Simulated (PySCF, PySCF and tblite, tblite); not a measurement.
**(CH3)3CCF2CH3 (C₆H₁₂F₂): conformers and averaged spectra**

Aim: find the conformers of (CH3)3CCF2CH3 (C₆H₁₂F₂) (`CC(C)(C)C(C)(F)F`), weigh them, and average their properties.

Programs: PySCF 2.14.0 with density-fitted response routines of our own, and tblite 0.8.0. All values are computed, except where a source is named. Atoms count from 0 throughout.

## Step 1: The starting structure

20 atoms, charge 0, multiplicity 1; geometry from: MMFF94s geometry.

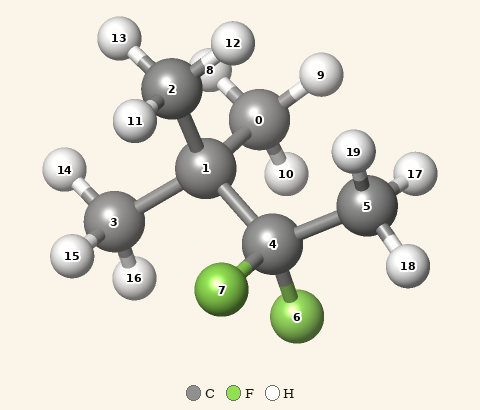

The starting geometry (carbon grey, fluorine green, hydrogen white), atoms numbered.

## Step 2: GFN2-xTB relaxation, conformer 1

Job settings and geometry (Å):

```
{"job": {"xc": "GFN2-xTB", "basis": "xTB", "kind": "relax"}, "charge": 0, "multiplicity": 1}
C     -0.792400     1.274800    -0.518000
C     -0.426500    -0.105300     0.018100
C     -0.676500    -0.149400     1.546100
C     -1.326900    -1.152700    -0.655900
C      1.053400    -0.448400    -0.280100
C      2.099600     0.481000     0.292500
F      1.228300    -0.470300    -1.642700
F      1.333900    -1.703800     0.152800
H     -1.863100     1.477300    -0.368100
H     -0.252000     2.075000    -0.007700
H     -0.598500     1.350100    -1.592400
H     -0.399800    -1.113900     1.974800
H     -0.136400     0.639400     2.079200
H     -1.744600     0.007800     1.758300
H     -2.388300    -0.950100    -0.446900
H     -1.110000    -2.167700    -0.267200
H     -1.187600    -1.160100    -1.731200
H      1.996500     1.497600    -0.079500
H      3.100800     0.138700     0.006200
H      2.085100     0.490700     1.394300
```

Run with:

```sh
> OMP_NUM_THREADS=1 python ens_run.py task.json out
```

The driver reads the study from task.json and runs its stages one after another.

Standard output:

```text
step      E/eV     max force
  0    -774.30312    1.018
  1    -774.34388    0.322
  2    -774.35245    0.170
  3    -774.35698    0.138
  4    -774.36086    0.149
  5    -774.36277    0.089
  6    -774.36416    0.100
  7    -774.36534    0.080
  8    -774.36622    0.082
  9    -774.36665    0.048
 10    -774.36687    0.030
 11    -774.36687    0.030
 12    -774.36697    0.027
 13    -774.36732    0.036
 14    -774.36745    0.042
 15    -774.36775    0.039
 16    -774.36795    0.034
 17    -774.36816    0.033
 18    -774.36829    0.026
 19    -774.36840    0.022
 20    -774.36850    0.026
 21    -774.36862    0.031
 22    -774.36872    0.026
 23    -774.36880    0.019
 24    -774.36886    0.016
 25    -774.36892    0.016
 26    -774.36898    0.018
 27    -774.36904    0.018
 28    -774.36912    0.022
 29    -774.36923    0.024
 30    -774.36936    0.035
 31    -774.36949    0.032
 32    -774.36960    0.021
 33    -774.36967    0.019
 34    -774.36972    0.012
 35    -774.36974    0.011
 36    -774.36976    0.011
 37    -774.36978    0.010
 38    -774.36980    0.008
 39    -774.36982    0.009
 40    -774.36983    0.008
 41    -774.36984    0.008
 42    -774.36984    0.007
 43    -774.36985    0.006
 44    -774.36986    0.005
 45    -774.36986    0.005
 46    -774.36986    0.004
 47    -774.36986    0.004
```

It took 0.24 s on 1 thread of Arm Neoverse V2, shared host.

The energy fell by 0.067 eV, and the atoms moved 0.04 Å (root mean square).

## Step 3: Shieldings, conformer 1: mPW1PW91/pcSseg-1 in acetone

Job settings and geometry (Å):

```
{"job": {"xc": "mPW1PW91", "basis": "pcSseg-1", "solvent": "acetone", "kind": "nmr", "pop": true}, "charge": 0, "multiplicity": 1}
C     -0.784860     1.285729    -0.515719
C     -0.442883    -0.099924     0.036776
C     -0.670113    -0.142005     1.549713
C     -1.326551    -1.153205    -0.642201
C      1.032869    -0.436731    -0.278049
C      2.093356     0.485000     0.299916
F      1.203195    -0.488306    -1.638040
F      1.301995    -1.715551     0.138268
H     -1.853468     1.460024    -0.418480
H     -0.263650     2.069266     0.028808
H     -0.520242     1.352313    -1.568450
H     -0.323827    -1.087265     1.961184
H     -0.151614     0.671448     2.051302
H     -1.732576    -0.045185     1.758478
H     -2.374083    -0.944857    -0.440381
H     -1.090553    -2.146307    -0.267553
H     -1.170722    -1.143939    -1.718270
H      1.958873     1.491932    -0.080589
H      3.070053     0.117107    -0.007624
H      2.039654     0.481132     1.383366
```

Standard output:

```text
coarse grid: 16128 points
cycle   1  E = -435.2549305310  dE =  7.485e-01  |g| = 7.818e-01  |ddm| = 3.654e+00
cycle   2  E = -435.1888808050  dE =  6.605e-02  |g| = 1.042e+00  |ddm| = 1.040e+00
cycle   3  E = -435.3678131866  dE = -1.789e-01  |g| = 8.509e-02  |ddm| = 6.089e-01
cycle   4  E = -435.3691608008  dE = -1.348e-03  |g| = 3.278e-02  |ddm| = 8.401e-02
cycle   5  E = -435.3693876553  dE = -2.269e-04  |g| = 5.222e-03  |ddm| = 2.913e-02
cycle   6  E = -435.3693931167  dE = -5.461e-06  |g| = 1.816e-03  |ddm| = 5.724e-03
final grid: 154920 points
cycle   7  E = -435.4345529927  dE = -8.288e-05  |g| = 7.904e-03  |ddm| = 4.586e-02
cycle   8  E = -435.4345459683  dE =  7.024e-06  |g| = 9.997e-03  |ddm| = 1.597e-02
cycle   9  E = -435.4345681934  dE = -2.223e-05  |g| = 9.414e-04  |ddm| = 8.198e-03
cycle  10  E = -435.4345683206  dE = -1.273e-07  |g| = 3.272e-04  |ddm| = 8.116e-04
cycle  11  E = -435.4345683385  dE = -1.784e-08  |g| = 5.481e-05  |ddm| = 2.248e-04
cycle  12  E = -435.4345683391  dE = -5.905e-10  |g| = 2.044e-05  |ddm| = 5.712e-05
converged SCF energy = -435.4345683391

GIAO shielding tensors (ppm)
atom      isotropic    diamagn.    paramagn.     s11        s22        s33       span
  0 C      160.250     248.698     -88.448    143.199    150.785    186.766     43.567
  1 C      144.615     248.056    -103.441    135.717    139.940    158.188     22.470
  2 C      160.249     248.519     -88.270    143.198    150.780    186.769     43.571
  3 C      162.940     247.631     -84.691    147.851    153.413    187.556     39.705
  4 C       51.556     244.667    -193.111     32.739     55.730     66.199     33.461
  5 C      164.797     249.655     -84.859    151.182    155.402    187.806     36.624
  6 F      306.144     477.992    -171.848    209.040    345.603    363.788    154.748
  7 F      306.147     477.762    -171.615    209.087    345.586    363.769    154.681
  8 H       30.785      31.512      -0.727     26.759     28.562     37.033     10.274
  9 H       30.642      32.005      -1.363     26.409     29.007     36.509     10.100
 10 H       30.478      31.795      -1.317     26.238     28.884     36.311     10.074
 11 H       30.477      31.662      -1.185     26.236     28.884     36.310     10.074
 12 H       30.642      31.889      -1.247     26.411     29.005     36.511     10.100
 13 H       30.784      31.366      -0.582     26.758     28.562     37.033     10.275
 14 H       31.057      31.251      -0.195     27.078     28.777     37.314     10.237
 15 H       30.395      31.249      -0.854     25.821     28.900     36.463     10.642
 16 H       30.394      31.264      -0.870     25.818     28.902     36.461     10.643
 17 H       29.979      30.588      -0.609     25.085     29.576     35.276     10.191
 18 H       29.978      28.252       1.727     26.014     27.516     36.404     10.390
 19 H       29.979      30.515      -0.536     25.085     29.580     35.273     10.188
```

Run time: 32 s. Hardware: 1 thread of Arm Neoverse V2, shared host; peak memory 1 GiB.

This run: HOMO -8.87 eV, LUMO 1.66 eV; dipole 2.91 D.

Orbitals, density, ELF and potential are computed afterwards from the orbital file.

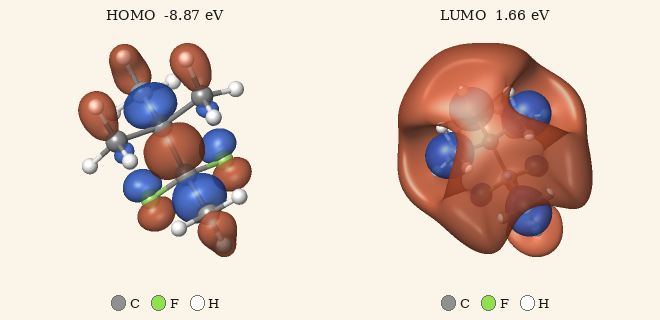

mPW1PW91/pcSseg-1 orbitals near the gap, drawn at the value that encloses 70 % of each; the two colours are the two signs.

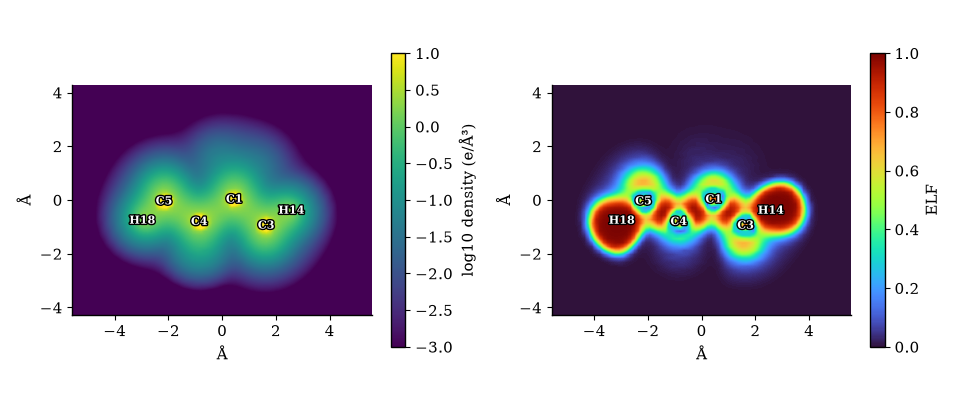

Density (left) and ELF (right) in a plane through or near 6 of the atoms.

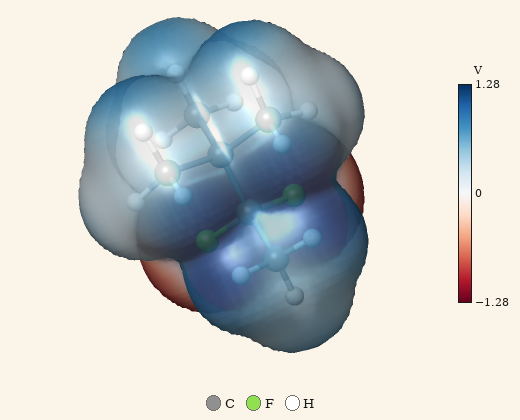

Electrostatic potential on the surface of density 0.002 e/bohr³; red is low, blue high. It runs, from the 1st to the 99th percentile, from -1.28 V near F7 to 1.05 V near H19.

## Step 4: Single-point energy, conformer 1: B3LYP/def2-SVP in acetone

The job, as its differences from that of step 3:

```diff
@@ -1,2 +1,2 @@
-{"job": {"xc": "mPW1PW91", "basis": "pcSseg-1", "solvent": "acetone", "kind": "nmr", "pop": true}, "charge": 0, "multiplicity": 1}
+{"job": {"xc": "B3LYP", "basis": "def2-SVP", "solvent": "acetone", "kind": "sp"}, "charge": 0, "multiplicity": 1}
 C     -0.784860     1.285729    -0.515719
```

Standard output:

```text
coarse grid: 16128 points
cycle   1  E = -435.0432486941  dE =  6.590e-01  |g| = 8.211e-01  |ddm| = 4.340e+00
cycle   2  E = -434.9404716962  dE =  1.028e-01  |g| = 1.143e+00  |ddm| = 1.646e+00
cycle   3  E = -435.1739626248  dE = -2.335e-01  |g| = 9.540e-02  |ddm| = 9.571e-01
cycle   4  E = -435.1757967281  dE = -1.834e-03  |g| = 3.417e-02  |ddm| = 1.220e-01
cycle   5  E = -435.1760610173  dE = -2.643e-04  |g| = 5.869e-03  |ddm| = 3.765e-02
cycle   6  E = -435.1760682825  dE = -7.265e-06  |g| = 2.066e-03  |ddm| = 7.947e-03
final grid: 154920 points
cycle   7  E = -435.2502683708  dE = -6.562e-05  |g| = 8.936e-03  |ddm| = 4.657e-02
cycle   8  E = -435.2502536372  dE =  1.473e-05  |g| = 1.237e-02  |ddm| = 2.042e-02
cycle   9  E = -435.2502863527  dE = -3.272e-05  |g| = 9.068e-04  |ddm| = 1.203e-02
cycle  10  E = -435.2502865001  dE = -1.474e-07  |g| = 2.415e-04  |ddm| = 9.254e-04
cycle  11  E = -435.2502865124  dE = -1.226e-08  |g| = 3.713e-05  |ddm| = 2.422e-04
cycle  12  E = -435.2502865126  dE = -2.594e-10  |g| = 1.836e-05  |ddm| = 5.536e-05
converged SCF energy = -435.2502865126
```

Wall time 10 s (1 thread of Arm Neoverse V2, shared host).

In short: HOMO -8.46 eV, LUMO 1.60 eV; dipole 2.69 D.

## Step 5: Averages: properties at mPW1PW91/pcSseg-1 in acetone

Job settings and geometry (Å):

```
{"job": {"study": "conf", "smiles": "CC(C)(C)C(C)(F)F", "search": {"seed": 5725, "n_embed": 60, "ff_keep": 14, "window": 2.5, "nmax": 10, "temps": [180, 220, 250, 298.15, 400], "t_ref": 298.15, "order": 0.001, "w0": 200.0}, "level": {"nmr": {"xc": "mPW1PW91", "basis": "pcSseg-1", "solvent": "acetone"}, "sp": {"xc": "B3LYP", "basis": "def2-SVP", "solvent": "acetone"}}, "kind": "conf"}, "charge": 0, "multiplicity": 1}
C     -0.784860     1.285729    -0.515719
C     -0.442883    -0.099924     0.036776
C     -0.670113    -0.142005     1.549713
C     -1.326551    -1.153205    -0.642201
C      1.032869    -0.436731    -0.278049
C      2.093356     0.485000     0.299916
F      1.203195    -0.488306    -1.638040
F      1.301995    -1.715551     0.138268
H     -1.853468     1.460024    -0.418480
H     -0.263650     2.069266     0.028808
H     -0.520242     1.352313    -1.568450
H     -0.323827    -1.087265     1.961184
H     -0.151614     0.671448     2.051302
H     -1.732576    -0.045185     1.758478
H     -2.374083    -0.944857    -0.440381
H     -1.090553    -2.146307    -0.267553
H     -1.170722    -1.143939    -1.718270
H      1.958873     1.491932    -0.080589
H      3.070053     0.117107    -0.007624
H      2.039654     0.481132     1.383366
```

Standard output:

```text
conformer  sym    E(xTB)   E(DFT)   G(298.15 K)  weight  dipole/D
    1     Cs      0.000    0.000    0.000   1.0000    2.686

mean shielding (ppm) by class
class atoms           180 K      220 K      250 K   298.15 K      400 K
  0 C  0,2,3        161.146    161.146    161.146    161.146    161.146
  1 C  1            144.615    144.615    144.615    144.615    144.615
  2 C  4             51.556     51.556     51.556     51.556     51.556
  3 C  5            164.797    164.797    164.797    164.797    164.797
  4 F  6,7          306.146    306.146    306.146    306.146    306.146
  5 H  8,9,10        30.628     30.628     30.628     30.628     30.628
  6 H  17,18,19      29.979     29.979     29.979     29.979     29.979
```

Wall time 43 s (1 thread of Arm Neoverse V2, shared host). This counts the runs that the step sums up.

The search (ETKDG and KDG, MMFF94s, GFN2-xTB) embedded 60 structures, kept 1 distinct ones after the force field and 1 after xTB; 1 was carried on (window 2.5 kcal/mol at the search's own energies). Energies: B3LYP/def2-SVP in acetone with D3(BJ).

Conformer by conformer (298 K):

| no. | group | mirror pair | ΔE xTB | ΔE DFT | ΔG | weight (%) | μ (D) | C0–C1–C4–F6 (°) | A, B, C (GHz) |
| --- | --- | --- | --- | --- | --- | --- | --- | --- | --- |
| 1 | Cs | no | 0.00 | 0.00 | 0.00 | 100.0 | 2.69 | -63 | 2.46, 1.76, 1.74 |

Energies in kcal/mol. ΔG holds xTB vibrations and rotation, symmetry numbers and mirror pairs.

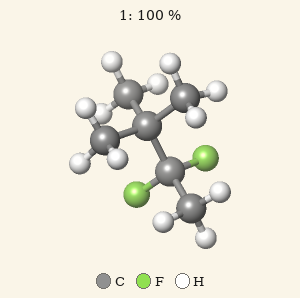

The one conformer.

Shifts against references run at the same level (13C TMS 187.0, 1H TMS 31.74 ppm of shielding), by class of atoms, at 298 K:

| atoms | environment | average |
| --- | --- | --- |
| C4 | fully substituted sp3 carbon bonded to 2 F | 135.4 |
| C1 | quaternary sp3 carbon | 42.3 |
| C0, C2, C3 | methyl carbon | 25.8 |
| C5 | methyl carbon | 22.2 |
| H17, H18, H19 | hydrogen on a methyl carbon | 1.76 |
| H8, H9, H10 and 6 more | hydrogen on a methyl carbon | 1.11 |
| F6, F7 | fluorine of a CF2 group | 306.1 (σ) |

Effective distances for nuclear Overhauser effects, ⟨r⁻⁶⟩^(−1/6) over all pairs of two classes (Å): H8···H17 3.26.

## Step 6: Shieldings, conformer 1: OPBE/pcSseg-1 in benzene

Job settings and geometry (Å):

```
{"job": {"xc": "OPBE", "basis": "pcSseg-1", "solvent": "benzene", "kind": "nmr", "pop": false}, "charge": 0, "multiplicity": 1}
C     -0.796165     1.289742    -0.517171
C     -0.448908    -0.096452     0.039544
C     -0.681087    -0.142456     1.554809
C     -1.315562    -1.161509    -0.648499
C      1.023729    -0.424424    -0.268939
C      2.105146     0.476672     0.293617
F      1.178592    -0.456511    -1.622628
F      1.277891    -1.691374     0.164330
H     -1.865559     1.473382    -0.412427
H     -0.259778     2.072443     0.019850
H     -0.535127     1.346213    -1.573743
H     -0.338749    -1.095150     1.958358
H     -0.146809     0.664445     2.056984
H     -1.744387    -0.035199     1.769724
H     -2.370719    -0.967889    -0.456214
H     -1.065874    -2.152049    -0.269432
H     -1.146541    -1.146246    -1.724791
H      1.987408     1.490127    -0.082315
H      3.069174     0.086720    -0.028906
H      2.068178     0.480196     1.380308
```

Standard output:

```text
coarse grid: 16128 points
cycle   1  E = -435.1153497361  dE =  5.509e-01  |g| = 8.615e-01  |ddm| = 3.728e+00
cycle   2  E = -434.9152659138  dE =  2.001e-01  |g| = 1.366e+00  |ddm| = 1.584e+00
cycle   3  E = -435.2623433881  dE = -3.471e-01  |g| = 1.285e-01  |ddm| = 9.707e-01
cycle   4  E = -435.2656479011  dE = -3.305e-03  |g| = 4.530e-02  |ddm| = 1.359e-01
cycle   5  E = -435.2660580714  dE = -4.102e-04  |g| = 1.034e-02  |ddm| = 4.286e-02
cycle   6  E = -435.2660792027  dE = -2.113e-05  |g| = 4.247e-03  |ddm| = 1.384e-02
cycle   7  E = -435.2660830127  dE = -3.810e-06  |g| = 5.777e-04  |ddm| = 4.005e-03
final grid: 154920 points
cycle   8  E = -435.3148524195  dE = -2.866e-04  |g| = 2.273e-02  |ddm| = 9.010e-02
cycle   9  E = -435.3147682463  dE =  8.417e-05  |g| = 3.209e-02  |ddm| = 4.266e-02
cycle  10  E = -435.3149351353  dE = -1.669e-04  |g| = 3.052e-03  |ddm| = 2.533e-02
cycle  11  E = -435.3149368682  dE = -1.733e-06  |g| = 7.669e-04  |ddm| = 2.633e-03
cycle  12  E = -435.3149370007  dE = -1.326e-07  |g| = 2.149e-04  |ddm| = 1.076e-03
cycle  13  E = -435.3149370093  dE = -8.515e-09  |g| = 9.684e-05  |ddm| = 2.770e-04
cycle  14  E = -435.3149370114  dE = -2.174e-09  |g| = 9.484e-06  |ddm| = 1.000e-04
cycle  15  E = -435.3149370115  dE = -1.751e-11  |g| = 3.772e-06  |ddm| = 1.263e-05
converged SCF energy = -435.3149370115

GIAO shielding tensors (ppm)
atom      isotropic    diamagn.    paramagn.     s11        s22        s33       span
  0 C      161.818     248.806     -86.988    145.969    151.915    187.570     41.601
  1 C      146.962     249.571    -102.609    139.928    142.645    158.313     18.385
  2 C      161.824     248.654     -86.830    145.977    151.928    187.566     41.589
  3 C      164.384     247.747     -83.363    149.905    155.196    188.050     38.145
  4 C       58.948     245.027    -186.080     47.871     56.959     72.014     24.143
  5 C      167.249     249.999     -82.750    154.390    158.224    189.133     34.743
  6 F      295.686     476.629    -180.943    207.142    330.349    349.568    142.427
  7 F      295.703     476.407    -180.704    207.190    330.374    349.546    142.356
  8 H       30.705      31.455      -0.750     26.800     28.465     36.850     10.050
  9 H       30.570      31.977      -1.406     26.399     28.994     36.317      9.918
 10 H       30.230      31.669      -1.440     26.070     28.706     35.913      9.842
 11 H       30.229      31.556      -1.326     26.069     28.707     35.912      9.843
 12 H       30.569      31.865      -1.296     26.397     28.993     36.317      9.920
 13 H       30.706      31.317      -0.611     26.801     28.467     36.851     10.050
 14 H       31.035      31.242      -0.207     27.202     28.757     37.146      9.945
 15 H       30.126      31.117      -0.992     25.531     28.756     36.091     10.560
 16 H       30.125      31.122      -0.998     25.528     28.756     36.090     10.561
 17 H       30.006      30.665      -0.660     25.221     29.520     35.276     10.055
 18 H       29.980      28.495       1.485     26.237     27.606     36.096      9.858
 19 H       30.004      30.594      -0.589     25.219     29.521     35.273     10.054
```

It took 22 s on 1 thread of Arm Neoverse V2, shared host.

Key values: HOMO -7.21 eV, LUMO 1.02 eV; dipole 2.17 D.

## Step 7: Averages: properties at OPBE/pcSseg-1 in benzene

Job settings and geometry (Å):

```
{"job": {"study": "conf", "smiles": "CC(C)(C)C(C)(F)F", "search": {"seed": 5725, "n_embed": 60, "ff_keep": 14, "window": 2.5, "nmax": 10, "temps": [180, 220, 250, 298.15, 400], "t_ref": 298.15, "order": 0.001, "w0": 200.0}, "level": {"nmr": {"xc": "OPBE", "basis": "pcSseg-1", "solvent": "benzene"}, "alter": {"geometry": "GFN1-xTB"}, "change": "OPBE/pcSseg-1; solvent benzene; GFN1-xTB geometries", "top": 4}, "kind": "conf"}, "charge": 0, "multiplicity": 1}
C     -0.796165     1.289742    -0.517171
C     -0.448908    -0.096452     0.039544
C     -0.681087    -0.142456     1.554809
C     -1.315562    -1.161509    -0.648499
C      1.023729    -0.424424    -0.268939
C      2.105146     0.476672     0.293617
F      1.178592    -0.456511    -1.622628
F      1.277891    -1.691374     0.164330
H     -1.865559     1.473382    -0.412427
H     -0.259778     2.072443     0.019850
H     -0.535127     1.346213    -1.573743
H     -0.338749    -1.095150     1.958358
H     -0.146809     0.664445     2.056984
H     -1.744387    -0.035199     1.769724
H     -2.370719    -0.967889    -0.456214
H     -1.065874    -2.152049    -0.269432
H     -1.146541    -1.146246    -1.724791
H      1.987408     1.490127    -0.082315
H      3.069174     0.086720    -0.028906
H      2.068178     0.480196     1.380308
```

Standard output:

```text
conformer  sym    E(xTB)   E(DFT)   G(298.15 K)  weight  dipole/D
    1     Cs      0.000    0.000    0.000   1.0000    2.171

mean shielding (ppm) by class
class atoms           180 K      220 K      250 K   298.15 K      400 K
  0 C  0,2,3        162.675    162.675    162.675    162.675    162.675
  1 C  1            146.962    146.962    146.962    146.962    146.962
  2 C  4             58.948     58.948     58.948     58.948     58.948
  3 C  5            167.249    167.249    167.249    167.249    167.249
  4 F  6,7          295.695    295.695    295.695    295.695    295.695
  5 H  8,9,10        30.477     30.477     30.477     30.477     30.477
  6 H  17,18,19      29.997     29.997     29.997     29.997     29.997
```

Run time: 22 s. Hardware: 1 thread of Arm Neoverse V2, shared host. This counts the runs that the step sums up.

Against the first level, at 298 K (shieldings, ppm; largest changes first):

| atoms | mPW1PW91/pcSseg-1 in acetone | OPBE/pcSseg-1 in benzene | change |
| --- | --- | --- | --- |
| F6, F7 | 306.1 | 295.7 | -10.5 |
| C4 | 51.6 | 58.9 | +7.4 |
| C5 | 164.8 | 167.2 | +2.5 |
| C1 | 144.6 | 147.0 | +2.3 |
| C0, C2, C3 | 161.1 | 162.7 | +1.5 |
| H8, H9, H10 and 6 more | 30.63 | 30.48 | -0.15 |
| H17, H18, H19 | 29.98 | 30.00 | +0.02 |

Weights: from B3LYP/def2-SVP in acetone energies 1: 100 %; from OPBE/pcSseg-1 in benzene energies 1: 100 % (with a dispersion term where the level has one and the same thermal terms, so they don't follow from the SCF energies alone). Times: 43 s and 22 s.

## Step 8: What came out

| quantity | value |
| --- | --- |
| conformers | 1; the first in weight is no. 1 (Cs), 100 % at 298 K |
| root-mean-square dipole | 2.69 D |
| averaged 13C shifts (mPW1PW91/pcSseg-1 in acetone) | 135.4, 42.3, 25.8, 22.2 ppm |
| averaged 1H shifts (mPW1PW91/pcSseg-1 in acetone) | 1.76, 1.11 ppm |

What this shows: The search found one conformer in the window, so the averages are its own values. Going from mPW1PW91/pcSseg-1 in acetone to OPBE/pcSseg-1 in benzene moves F6 most, by 10.5 ppm of raw shielding (the geometries differ too).
